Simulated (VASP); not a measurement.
# Lattice of P across functionals and dispersion corrections, part 2 of 3

Which functional gives the lattice of P as experiment finds it, and is a dearer one worth its cost? LASPH is on for some levels and off for others; the table marks which. The start is a cell from a database of measured crystal structures.

VASP 6.6.1, plane waves and PAW; the level of theory is named at each step.

So far. Step 2 (Relaxation with PBE): It ends with a largest force of 0.004 eV/Å and a pressure of -0.02 GPa. The volume lies +11.1 % from that of the database's start. The conventional cell has a = 3.312, b = 11.207 and c = 4.559 Å.

## 3. Relaxation with LDA

This step: LDA; plane waves and PAW (P) (VASP 6.6.1).

LDA, the lowest rung, knows the local density alone.

INCAR

```
SYSTEM = P
PREC = Accurate
ENCUT = 520
EDIFF = 1E-06
NELM = 100
ISMEAR = -1
SIGMA = 0.05
LREAL = .FALSE.
ALGO = Normal
GGA = CA
NBANDS = 16
LORBIT = 11
LWAVE = .FALSE.
LCHARG = .FALSE.
KPAR = 2
IBRION = 2
NSW = 60
ISIF = 3
EDIFFG = -0.01
```

POSCAR

```
P
1.0
    3.3164000000      0.0000000000      0.0000000000
    0.0000000000      0.0000000000      4.3793000000
    1.6582000000     -5.2420000000      0.0000000000
P
4
Direct
    0.1016200000      0.0806800000      0.7967600000
    0.3983800000      0.5806800000      0.2032400000
    0.8983800000      0.9193200000      0.2032400000
    0.6016200000      0.4193200000      0.7967600000
```

KPOINTS

```
Automatic mesh
0
Gamma
7 5 7
0 0 0
```

Potentials, in the order of the species: P (PBE family, release 64).

The run is started by

```console
$ mpirun -np 2 vasp_std
```

Log:

```text
[banner, memory and clock lines left out]
running    2 mpi-ranks, on    1 nodes
 distrk:  each k-point on    1 cores,    2 groups
 distr:  one band on    1 cores,    1 groups

 POSCAR found type information on POSCAR P
 POSCAR found :  1 types and       4 ions
|                                                                             |
|               ----> ADVICE to this user running VASP <----                  |
|                                                                             |
|     You enforced a specific xc type in the INCAR file but a different       |
|     [... a line on the potential file left out ...]
|     I HOPE YOU KNOW WHAT YOU ARE DOING!                                     |
|                                                                             |

 LDA part: xc-table for (Slater(with rela. corr.)+CA(PZ))
 , standard interpolation
 POSCAR, INCAR and KPOINTS ok, starting setup
 FFT: planning ... GRIDC
 FFT: planning ... GRID_SOFT
 FFT: planning ... GRID
 WAVECAR not read
 entering main loop
       N       E                     dE             d eps       ncg     rms          rms(c)
DAV:   1     0.567510814916E+02    0.56751E+02   -0.84344E+03  1536   0.106E+03
DAV:   2    -0.207947914338E+02   -0.77546E+02   -0.74592E+02  2080   0.157E+02
DAV:   3    -0.242505182474E+02   -0.34557E+01   -0.34407E+01  2128   0.365E+01
DAV:   4    -0.242855163688E+02   -0.34998E-01   -0.34989E-01  1896   0.438E+00
DAV:   5    -0.242861812735E+02   -0.66490E-03   -0.66488E-03  2128   0.559E-01    0.869E+00
DAV:   6    -0.241229115230E+02    0.16327E+00   -0.89877E-02  1792   0.156E+00    0.508E+00
DAV:   7    -0.240541672209E+02    0.68744E-01   -0.14163E-01  1960   0.198E+00    0.316E-01
DAV:   8    -0.240533268245E+02    0.84040E-03   -0.11392E-02  1696   0.649E-01    0.997E-02
DAV:   9    -0.240533434688E+02   -0.16644E-04   -0.39638E-04  2112   0.131E-01    0.453E-02
DAV:  10    -0.240533395710E+02    0.38978E-05   -0.42769E-05  1848   0.360E-02    0.181E-02
DAV:  11    -0.240533396346E+02   -0.63611E-07   -0.25790E-06  1824   0.110E-02
   1 F= -.24053340E+02 E0= -.24052146E+02  d E =-.240533E+02
 curvature:   0.00 expect dE= 0.000E+00 dE for cont linesearch  0.000E+00
 trial: gam= 0.00000 g(F)=  0.217E-03 g(S)=  0.323E-01 ort = 0.000E+00 (trialstep = 0.100E+01)
 search vector abs. value=  0.325E-01
 bond charge predicted
       N       E                     dE             d eps       ncg     rms          rms(c)
DAV:   1    -0.240996730629E+02   -0.46333E-01   -0.10096E+00  1960   0.530E+00    0.112E+00
DAV:   2    -0.240742161953E+02    0.25457E-01   -0.47274E-02  1760   0.122E+00    0.577E-01
DAV:   3    -0.240637266060E+02    0.10490E-01   -0.23438E-02  1832   0.741E-01    0.132E-01
DAV:   4    -0.240636454677E+02    0.81138E-04   -0.54669E-04  1992   0.148E-01    0.831E-02
DAV:   5    -0.240636011991E+02    0.44269E-04   -0.20675E-05  1960   0.308E-02    0.225E-02
DAV:   6    -0.240635976366E+02    0.35624E-05   -0.29155E-06  1752   0.958E-03    0.521E-03
DAV:   7    -0.240635976176E+02    0.19050E-07   -0.17380E-07   984   0.279E-03
   2 F= -.24063598E+02 E0= -.24062269E+02  d E =-.102580E-01
[... from here on, the cycles between the ionic steps are left out ...]
   3 F= -.24065357E+02 E0= -.24064070E+02  d E =-.120174E-01
   4 F= -.24073106E+02 E0= -.24071801E+02  d E =-.774925E-02
   5 F= -.24080887E+02 E0= -.24079824E+02  d E =-.155299E-01
   6 F= -.24086575E+02 E0= -.24085595E+02  d E =-.568797E-02
   7 F= -.24094982E+02 E0= -.24093882E+02  d E =-.140951E-01
   8 F= -.24095844E+02 E0= -.24094531E+02  d E =-.149570E-01
   9 F= -.24097528E+02 E0= -.24096184E+02  d E =-.168396E-02
  10 F= -.24097638E+02 E0= -.24096311E+02  d E =-.179403E-02
  11 F= -.24097820E+02 E0= -.24096523E+02  d E =-.182313E-03
  12 F= -.24097872E+02 E0= -.24096597E+02  d E =-.234283E-03
  13 F= -.24097964E+02 E0= -.24096686E+02  d E =-.918049E-04
  14 F= -.24097992E+02 E0= -.24096711E+02  d E =-.119337E-03
 curvature:  -1.45 expect dE=-0.195E-03 dE for cont linesearch -0.373E-11
 trial: gam= 1.04645 g(F)=  0.155E-04 g(S)=  0.119E-03 ort = 0.221E-07 (trialstep = 0.656E+00)
 search vector abs. value=  0.343E-03
 bond charge predicted
       N       E                     dE             d eps       ncg     rms          rms(c)
DAV:   1    -0.240980871243E+02   -0.95182E-04   -0.45465E-03  1568   0.349E-01    0.391E-02
DAV:   2    -0.240980686664E+02    0.18458E-04   -0.25958E-04  2112   0.103E-01    0.215E-02
DAV:   3    -0.240980497757E+02    0.18891E-04   -0.33276E-05  1824   0.326E-02    0.434E-03
DAV:   4    -0.240980497098E+02    0.65906E-07   -0.42078E-06  1856   0.125E-02
  15 F= -.24098050E+02 E0= -.24096763E+02  d E =-.581653E-04
 trial-energy change:   -0.000058  1 .order   -0.000059   -0.000088   -0.000030
 step:   1.0014(harm=  1.0014)  dis= 0.00108  next Energy=   -24.098059 (dE=-0.673E-04)
 reached required accuracy - stopping structural energy minimisation
```

Elapsed: 81 s, on 2 MPI ranks of Intel Xeon 6975P-C (Granite Rapids), shared host; peak memory 0.35 GiB; 2.4 min of CPU time.

Parts of OUTCAR (step 3):

```text
 Found     48 irreducible k-points:

   NELECT =      20.0000    total number of electrons

 E-fermi :   7.3218

 k-point     1 :       0.0000    0.0000    0.0000
  band No.  band energies     occupation
    ...
      6       3.1869      2.00000
      7       3.2419      2.00000
      8       4.4793      2.00000
      9       4.6371      2.00000
     10       6.0488      2.00000
     11       8.4488      0.00000
     12       8.5183      0.00000
     13       9.1937      0.00000
     14      10.8626      0.00000
     15      12.8606      0.00000
    ...

 k-point     2 :       0.1429    0.0000    0.0000
  band No.  band energies     occupation
    ...
      6       2.3869      2.00000
      7       2.4264      2.00000
      8       4.5770      2.00000
      9       4.5843      2.00000
     10       6.3073      2.00000
     11       8.7032      0.00000
     12       9.7602      0.00000
     13      10.0350      0.00000
     14      10.6619      0.00000
     15      11.5433      0.00000
    ...

  Total       -0.0313040     -0.0046825     -0.0210947      0.0000000      0.0000000      0.0000000
  in kB       -0.7186219     -0.1074923     -0.4842552      0.0000000      0.0000000      0.0000000
  external PRESSURE =      -0.4367898 kB  Pullay stress =       0.0000000 kB

  energy-cutoff  :      520.00
  volume of cell :       69.79
      direct lattice vectors                 reciprocal lattice vectors
     3.328081024  0.000000000  0.000000000     0.300473454  0.098029853  0.000000000
     0.000000000 -0.000000000  4.111538633     0.000000000 -0.000000000  0.243217951
     1.664040512 -5.100487068 -0.000000000     0.000000000 -0.196059707 -0.000000000

 POSITION                                       TOTAL-FORCE (eV/Angst)
 -----------------------------------------------------------------------------------
      1.66404     -4.01587      0.28978         0.000000     -0.001312     -0.000845
      1.66404     -1.08462      2.34554         0.000000      0.001312     -0.000845
      3.32808     -1.08462      3.82176         0.000000      0.001312      0.000845
      3.32808     -4.01587      1.76599         0.000000     -0.001312      0.000845
 -----------------------------------------------------------------------------------
    total drift:                               -0.000000     -0.000000     -0.000000

  FREE ENERGIE OF THE ION-ELECTRON SYSTEM (eV)
  ---------------------------------------------------
  free  energy   TOTEN  =       -24.0980497098 eV

  energy  without entropy=      -24.0954770265  energy(sigma->0) =      -24.09676337

 total charge
# of ion       s       p       d       tot
------------------------------------------
    1        1.079   1.366   0.000   2.445
    2        1.079   1.366   0.000   2.445
    3        1.079   1.366   0.000   2.445
    4        1.079   1.366   0.000   2.445
--------------------------------------------------
tot          4.318   5.464   0.000   9.782

[... 9 parts as in an earlier step ...]

[... 5 further parts left out ...]
```

The bonds form layers, held to each other by dispersion, which LDA lacks; its overbinding stands in for it by accident. The gap is under twice the smearing width, so the edge states are partly filled and the run can't tell a small gap from a semimetal. The PAW data sets were made with PBE, though LDA sets exist; this is a small mismatch.

Step by step:

```tsv
step	energy less that of the first step (eV)	largest force (eV/Å)	pressure (GPa)	volume (Å³)
1	0.0000	0.0335	-1.93	76.13
2	-0.0103	0.2944	0.86	73.63
3	-0.0120	0.2177	0.05	74.31
4	-0.0198	0.1420	0.01	73.68
5	-0.0275	0.1060	-0.11	72.18
6	-0.0332	0.0697	-0.09	71.68
7	-0.0416	0.0592	0.01	70.38
8	-0.0425	0.1025	0.08	69.81
9	-0.0442	0.0336	0.02	69.67
10	-0.0443	0.0194	0.03	69.70
11	-0.0445	0.0097	0.04	69.72
12	-0.0445	0.0211	0.04	69.73
13	-0.0446	0.0124	-0.04	69.79
14	-0.0447	0.0090	-0.12	69.84
15	-0.0447	0.0016	-0.04	69.79
```

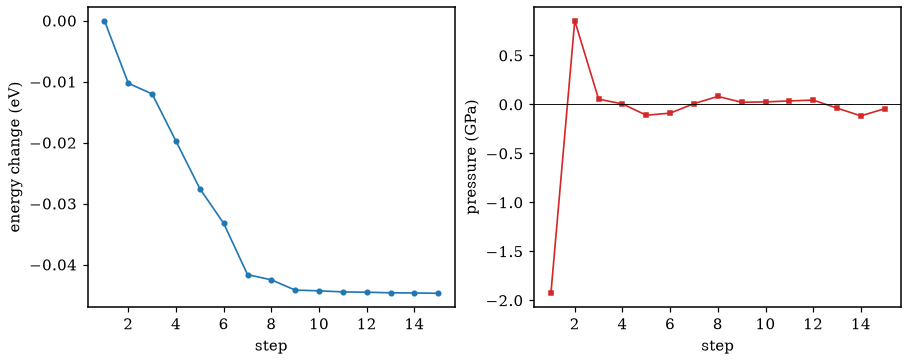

Energy and pressure along the relaxation.

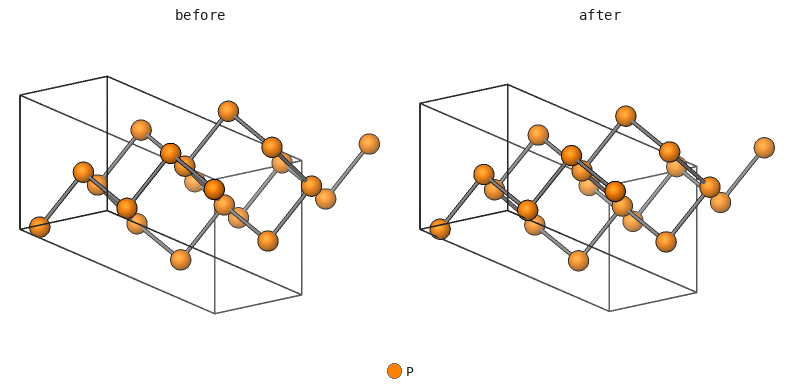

The structure before and after the relaxation, drawn at the same scale.

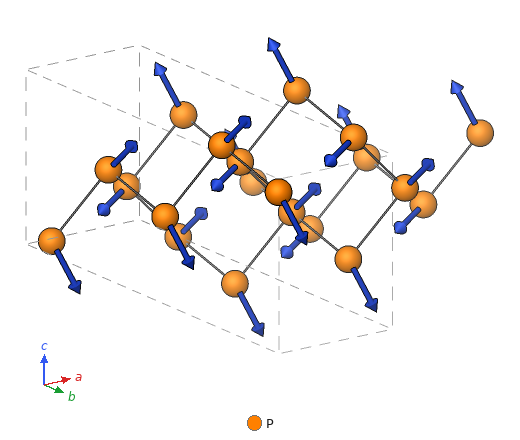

Displacements in the relaxation, exaggerated, measured against the changing cell; the longest in the cell stands for 0.06 Å. 2×1×1 conventional cells are drawn. Some periodic images of atoms are drawn too.

```tsv
conventional cell, symmetrised	before	after	change
a (Å)	3.316	3.328	+0.4 %
b (Å)	10.484	10.201	-2.7 %
c (Å)	4.379	4.112	-6.1 %
volume (Å³/atom)	19.03	17.45	-8.3 %
```

The atoms that moved most (Å, as changes of fractional coordinates times the final cell):

```tsv
atom	dx	dy	dz	length
P3	0.000	-0.048	0.042	0.064
P1	0.000	0.048	-0.042	0.064
P2	0.000	-0.048	-0.042	0.064
P4	0.000	0.048	0.042	0.064
```

The relaxed structure:

```
P
1.0
     3.32808    0.00000    0.00000
     0.00000    0.00000    4.11154
     1.66404   -5.10049    0.00000
P
4
Direct
  0.10632 0.07048 0.78735
  0.39368 0.57048 0.21265
  0.89368 0.92952 0.21265
  0.60632 0.42952 0.78735
```

This step gave:

* free energy (TOTEN): -24.10 eV
* energy at zero smearing: -24.10 eV
* Fermi energy: 7.322 eV
* pressure: -0.04368 GPa
* valence top at k: 0, 0.4, 0
* conduction bottom at k: -0.1429, 0, 0.4286
* least direct gap at k: -0.1429, 0, 0.4286
* SCF cycles over all ionic steps: 87
* gap on the k-mesh: 0.06700 eV
* least direct gap on the k-mesh: 0.2476 eV

It ends at 17.45 Å³/atom, -8.3 % from the start, with -0.04 GPa left. The conventional cell has a = 3.328, b = 10.201 and c = 4.112 Å.

## 4. Relaxation with r2SCAN

This step: r2SCAN; plane waves and PAW (P) (VASP 6.6.1).

r2SCAN adds the kinetic-energy density, costs more than a GGA and is run with LASPH.

Changes to INCAR since step 3:

```diff
@@ -9,3 +9,4 @@
 ALGO = Normal
-GGA = CA
+METAGGA = R2SCAN
+LASPH = .TRUE.
 NBANDS = 16
```

POSCAR is that of step 3.

KPOINTS is that of step 3.

The run is started by

```console
$ mpirun -np 2 vasp_std
```

Log:

```text
[banner, memory and clock lines left out]
running    2 mpi-ranks, on    1 nodes
[...]
[... a notice as in an earlier step ...]

 LDA part: xc-table for (None), standard interpolation
 POSCAR, INCAR and KPOINTS ok, starting setup
[...]
entering main loop
       N       E                     dE             d eps       ncg     rms          rms(c)
DAV:   1     0.427812843348E+02    0.42781E+02   -0.86800E+03  1536   0.110E+03
DAV:   2    -0.362702264251E+02   -0.79052E+02   -0.76012E+02  2080   0.162E+02
DAV:   3    -0.396619395818E+02   -0.33917E+01   -0.33771E+01  2112   0.366E+01
DAV:   4    -0.396946601627E+02   -0.32721E-01   -0.32713E-01  1904   0.427E+00
[...]
DAV:  11    -0.358698393387E+02   -0.18069E-04   -0.31566E-05  1856   0.519E-02    0.119E-02
DAV:  12    -0.358698405549E+02   -0.12162E-05   -0.90062E-07  1512   0.689E-03    0.326E-03
DAV:  13    -0.358698413589E+02   -0.80404E-06   -0.31110E-07   976   0.392E-03
   1 F= -.35869841E+02 E0= -.35869137E+02  d E =-.358698E+02
[... from here on, the cycles between the ionic steps are left out ...]
   2 F= -.35882150E+02 E0= -.35881500E+02  d E =-.123082E-01
   3 F= -.35883086E+02 E0= -.35882444E+02  d E =-.132448E-01
   4 F= -.35892359E+02 E0= -.35891941E+02  d E =-.927278E-02
   5 F= -.35904543E+02 E0= -.35904443E+02  d E =-.214569E-01
   6 F= -.35913110E+02 E0= -.35913027E+02  d E =-.856650E-02
   7 F= -.35914267E+02 E0= -.35914192E+02  d E =-.972395E-02
   8 F= -.35914898E+02 E0= -.35914825E+02  d E =-.631219E-03
   9 F= -.35914904E+02 E0= -.35914831E+02  d E =-.637285E-03
  10 F= -.35915469E+02 E0= -.35915401E+02  d E =-.564290E-03
  11 F= -.35916111E+02 E0= -.35916051E+02  d E =-.120687E-02
  12 F= -.35916115E+02 E0= -.35916056E+02  d E =-.121101E-02
  13 F= -.35916114E+02 E0= -.35916055E+02  d E =-.121002E-02
  14 F= -.35916115E+02 E0= -.35916056E+02  d E =-.121048E-02
  15 F= -.35916099E+02 E0= -.35916045E+02  d E =0.155763E-04
  16 F= -.35916136E+02 E0= -.35916079E+02  d E =-.209574E-04
[...]
reached required accuracy - stopping structural energy minimisation
```

It took 7 min on 2 MPI ranks; peak memory 0.42 GiB.

From OUTCAR (step 4):

```text
  Total       -0.0145454      0.0177638      0.0078012      0.0000000      0.0000000      0.0000000
  in kB       -0.2831062      0.3457475      0.1518403      0.0000000      0.0000000      0.0000000
  external PRESSURE =       0.0714939 kB  Pullay stress =       0.0000000 kB

 POSITION                                       TOTAL-FORCE (eV/Angst)
 -----------------------------------------------------------------------------------
      1.64868     -4.44677      0.40415         0.000000      0.000839      0.002464
      1.64868     -1.04639      2.67646        -0.000000     -0.000839      0.002464
      3.29736     -1.04639      4.14048        -0.000000     -0.000839     -0.002464
      3.29736     -4.44677      1.86816         0.000000      0.000839     -0.002464
 -----------------------------------------------------------------------------------
    total drift:                               -0.000000      0.000000      0.000000

  FREE ENERGIE OF THE ION-ELECTRON SYSTEM (eV)
  ---------------------------------------------------
  free  energy   TOTEN  =       -35.9161357375 eV

  energy  without entropy=      -35.9160217214  energy(sigma->0) =      -35.91607873

[... 2 parts as in an earlier step ...]

[... 2 further parts left out ...]
[key lines of the parts left out:]
E-fermi :   5.8675
```

The bonds form layers, held to each other by dispersion, which r2SCAN holds only at short range, so the spacing between them may come out too wide. The PAW data sets were made with PBE, which is usual practice but a small mismatch for other functionals.

The steps of the relaxation:

```tsv
step	energy less that of the first step (eV)	largest force (eV/Å)	pressure (GPa)	volume (Å³)
1	0.0000	0.2979	0.36	76.13
2	-0.0123	0.1510	0.76	76.60
3	-0.0132	0.1906	0.91	76.76
4	-0.0225	0.1543	0.52	77.69
5	-0.0347	0.0331	-0.50	80.53
6	-0.0433	0.0217	0.00	81.08
7	-0.0444	0.0269	0.25	81.35
8	-0.0451	0.0388	-0.06	81.79
9	-0.0451	0.0436	-0.10	81.84
10	-0.0456	0.0349	-0.08	81.97
11	-0.0463	0.0149	-0.03	82.30
12	-0.0463	0.0134	-0.02	82.32
13	-0.0463	0.0123	-0.02	82.35
14	-0.0463	0.0129	-0.02	82.33
15	-0.0463	0.0211	0.03	82.30
16	-0.0463	0.0026	0.01	82.32
```

```tsv
conventional cell, symmetrised	before	after	change
a (Å)	3.316	3.297	-0.6 %
b (Å)	10.484	10.986	+4.8 %
c (Å)	4.379	4.545	+3.8 %
volume (Å³/atom)	19.03	20.58	+8.1 %
```

The atoms that moved most (Å, as changes of fractional coordinates times the final cell):

```tsv
atom	dx	dy	dz	length
P2	0.000	0.070	0.037	0.079
P3	0.000	0.070	-0.037	0.079
P1	0.000	-0.070	0.037	0.079
P4	0.000	-0.070	-0.037	0.079
```

Final coordinates:

```xyz
4
Lattice="3.2974 0.0000 0.0000 0.0000 0.0000 4.5446 1.6487 -5.4932 0.0000" Properties=species:S:1:pos:R:3 pbc="T T T"
P     1.6487   -4.4468    0.4041
P     1.6487   -1.0464    2.6765
P     3.2974   -1.0464    4.1405
P     3.2974   -4.4468    1.8682
```

It ends at 20.58 Å³/atom, +8.1 % from the start, with 0.01 GPa left. The conventional cell has a = 3.297, b = 10.986 and c = 4.545 Å.

## 5. Relaxation with PBE + D3(BJ)

This step: PBE with D3(BJ); plane waves and PAW (P) (VASP 6.6.1).

A dispersion term adds the long-range attraction that semilocal functionals lack. D3 with Becke-Johnson damping keeps a finite attraction at short range.

Changes to INCAR since step 4:

```diff
@@ -9,4 +9,4 @@
 ALGO = Normal
-METAGGA = R2SCAN
-LASPH = .TRUE.
+GGA = PE
+IVDW = 12
 NBANDS = 16
```

POSCAR is that of step 4.

KPOINTS is that of step 4.

The run is started by

```console
$ mpirun -np 2 vasp_std
```

Log:

```text
[... set-up lines as in an earlier step ...]
 entering main loop
       N       E                     dE             d eps       ncg     rms          rms(c)
[... 12 cycles as in an earlier step ...]
   1 F= -.22917107E+02 E0= -.22915965E+02  d E =-.229171E+02
[... from here on, the cycles between the ionic steps are left out ...]
   2 F= -.22925324E+02 E0= -.22924247E+02  d E =-.821710E-02
   3 F= -.22925462E+02 E0= -.22924375E+02  d E =-.835496E-02
   4 F= -.22933481E+02 E0= -.22932443E+02  d E =-.801899E-02
   5 F= -.22940765E+02 E0= -.22939722E+02  d E =-.153035E-01
   6 F= -.22947229E+02 E0= -.22946239E+02  d E =-.646352E-02
   7 F= -.22951975E+02 E0= -.22950941E+02  d E =-.112098E-01
   8 F= -.22951986E+02 E0= -.22950944E+02  d E =-.112208E-01
   9 F= -.22952450E+02 E0= -.22951410E+02  d E =-.463841E-03
  10 F= -.22952508E+02 E0= -.22951462E+02  d E =-.521478E-03
  11 F= -.22952597E+02 E0= -.22951557E+02  d E =-.892103E-04
  12 F= -.22952636E+02 E0= -.22951602E+02  d E =-.128758E-03
  13 F= -.22952687E+02 E0= -.22951642E+02  d E =-.505249E-04
 trial-energy change:   -0.000051  1 .order   -0.000050   -0.000072   -0.000028
 step:   1.8611(harm=  1.8611)  dis= 0.00114  next Energy=   -22.952695 (dE=-0.586E-04)
 reached required accuracy - stopping structural energy minimisation
```

Elapsed: 81 s, on 2 MPI ranks; peak memory 0.43 GiB.

(Part 2 of 3 ends here.)

[Lines on the potential files, build, host, timing and source positions are cut from VASP's logs without a mark.]

[Logs are printed without paths, hosts, clocks, repeated set-up lines and the standing remarks that a program may print on its own settings, such as how far it seeks lower states.]

[Hosts, paths, dates, database ids (printed as entryN), source tags and the programs' standing remarks are cut or masked in the printed files.]

[A measured line is paired with the nearest computed mode of its activity, which favours agreement.]

[In band tables of VASP the shares of atoms and orbitals are scaled to a sum of 1 inside the atoms' spheres.]
